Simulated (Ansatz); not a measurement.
The figure comes from a scan of Sc (hcp, Mg type): volume and axial ratio are varied about the relaxed values (subscript 0). These are PBE (plane waves to 420 eV, PAW, scalar-relativistic; Ansatz, an electronic-structure program) values and carry that method's errors. k mesh 16×16×9 (Γ-centred), Fermi-Dirac smearing 0.05 eV. Compression counts positive. With partly filled bands, the response to shear is sensitive to the k mesh, so small differences along c/a are uncertain. Sc is run without spin polarisation. Sc was relaxed with its symmetry unable to fall. The PAW data are Ansatz's earlier set. 

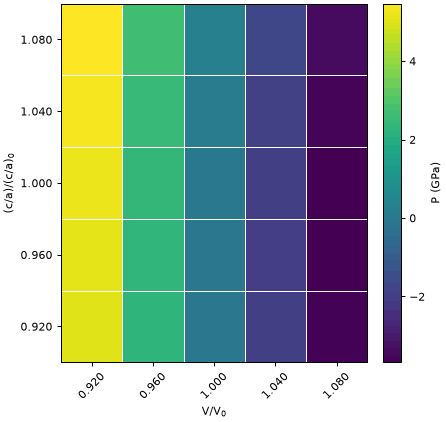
*P (GPa), one tile a computed point.*

List the plotted points as numbers.

To the nearest 1:

P (GPa), with V/V₀ across and (c/a)/(c/a)₀ down:

```tsv
(c/a)/(c/a)₀ \ V/V₀	0.920	0.960	1.000	1.040	1.080
0.920	5	2	0	-2	-4
0.960	5	2	0	-2	-4
1.000	5	2	0	-2	-4
1.040	5	2	0	-2	-4
1.080	5	3	0	-2	-3
```

(Under strain, the slope of the energy per volume gives the stress and its curvature an elastic modulus.)
